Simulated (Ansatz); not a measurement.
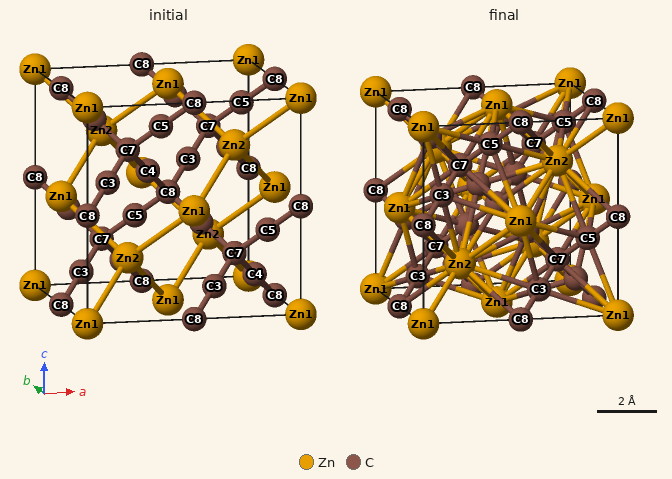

The structure of a crystal of ZnC$_{3}$ (a generated structure, set up in Fd-3m) (coarse preliminary run) before (left) and after (right) a relaxation, at one scale.

Style: ball-and-stick. Shown: the conventional cell (4 times the calculation's cell), slightly off an axis. Lengths and directions refer to the drawn axes.

Method: DFT PBE, scalar-relativistic, plane waves, PAW in Ansatz 0.2.0.

The input:
```yaml
crystal:
  lattice:
    - [0.0, 3.7380455, 3.7380455]
    - [3.7380455, 0.0, 3.7380455]
    - [3.7380455, 3.7380455, 0.0]
  atoms:
    - { symbol: Zn, position: [0.0, 0.0, 0.0] }
    - { symbol: Zn, position: [0.25, 0.25, 0.25] }
    - { symbol: C, position: [0.625, 0.625, 0.625] }
    - { symbol: C, position: [0.625, 0.625, 0.125] }
    - { symbol: C, position: [0.625, 0.125, 0.625] }
    - { symbol: C, position: [0.125, 0.625, 0.625] }
    - { symbol: C, position: [0.75, 0.75, 0.75] }
    - { symbol: C, position: [0.5, 0.5, 0.5] }
basis:
  ecutwfc: 420
kpoints:
  mp_grid: { grid: [4, 4, 4] }
hamiltonian:
  xc: pbe
scf:
  occupations: { method: gaussian, width: 0.1 }
  lower_state_search: "off"
output:
  forces: true
  stress: true
  eigenvalues: true
relax:
  adjacent_minimum: "off"
  f_tol: 0.04
  max_steps: 70
  cell: { stress_tol: 0.4 }
```

Launched with:
```bash
ansatz run input.yaml --threads 1 --pin off --max-ram 2560MiB --backend cpu --events-out ev --progress --plain --runs-dir out
```

Q: Summarise the run.

A: Over 5 accepted moves (7 points after the start) the energy falls by 349 meV per atom. All forces vanish by symmetry, so only the cell relaxes. The pressure goes from −27.42 to 0.00 GPa. The SCF was repeated twice at an unchanged geometry on a basis and grid sized afresh for the cell, which shifted the energy by 2.5 meV per atom at most. The atoms keep their places relative to the cell (all moves are under 0.005 Å). The volume changes by −24.3 %, with a = b = c 7.476 → 6.815 Å (−8.8 %). Among the contacts that change: Zn1–C7 3.237 → 2.951 Å, Zn1–Zn2 3.237 → 2.951 Å, Zn1–C3 3.099 → 2.825 Å, C3–C7 1.619 → 1.475 Å. The space group stays Fd-3m (No. 227). The run took 16 s on 1 thread of Intel(R) Xeon(R) Processor @ 2.70GHz, with other jobs on the host, peak memory 0.39 GiB.
